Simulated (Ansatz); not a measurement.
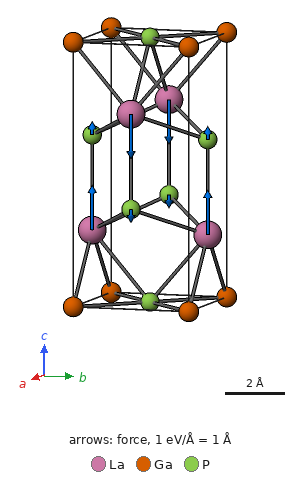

Starting geometry of solid La2GaP3 (built on the Hf2CuSb3-115 type type) with the computed forces as blue arrows. Style: ball-and-stick. Shown: the cell of the calculation, slightly off an axis.

All numbers below come from DFT, PBEsol, plane waves, PAW (Ansatz).

The input:
```yaml
crystal:
  lattice:
    - [4.16310297, 0.0, 0.0]
    - [0.0, 4.16310297, 0.0]
    - [0.0, 0.0, 9.13248235]
  atoms:
    - { symbol: La, position: [0.0, 0.5, 0.737232] }
    - { symbol: La, position: [0.5, 0.0, 0.262768] }
    - { symbol: Ga, position: [0.0, 0.0, 0.0] }
    - { symbol: P, position: [0.5, 0.5, 0.0] }
    - { symbol: P, position: [0.0, 0.5, 0.3774] }
    - { symbol: P, position: [0.5, 0.0, 0.6226] }
kpoints:
  mp_grid: { grid: [6, 6, 2] }
hamiltonian:
  xc: pbesol
scf:
  occupations: { method: fermi_dirac, width: 0.03 }
relax:
  f_tol: 0.01
  cell: {}
  max_steps: 120
```

Launched with:
```bash
ansatz run input.yaml --threads 2 --pin off --max-ram 18432MiB --backend cpu --events-out ev --progress --plain --runs-dir out
```

### Is this structure relaxed? If not, where do the atoms go?

It isn't relaxed: the largest force vector, on La atoms, is 1.57 eV/Å. The final displacements follow the starting forces only in part (cosine between the two patterns 0.79). The largest moves relative to the cell, 0.51 Å, are those of P5 and P6. P5 goes along −c. Largest moves by element: P 0.51 Å, La 0.36 Å. Ga stays in place. Cell: a = b 4.163 → 4.135 Å (−0.7 %), c 9.132 → 7.691 Å (−15.8 %). Volume −16.9 %. Near-neighbour distances that change, for instance: La1–P5 3.286 → 2.919 Å, La1–P6 3.124 → 2.924 Å, La1–P4 3.177 → 3.155 Å, La1–Ga3 3.177 → 3.155 Å. Among the angles between lasting bonds that change: La1–P6–La1 140.8° → 179.8°, La1–P6–La2 109.6° → 90.1°, La1–P6–La1 83.6° → 90.0°. The space group stays P-4m2 (No. 115). After 7 accepted moves (9 points after the start) the energy has fallen by 317 meV per atom. The largest force component goes from 1.6 to 0.0037 eV/Å. The pressure goes from −8.07 to −0.03 GPa. The line search rejected the trial step at point 6 of the run. At 1 point the geometry stayed and the basis and grid were re-selected for the new cell (energy shift of 0.3 meV per atom at most each time).
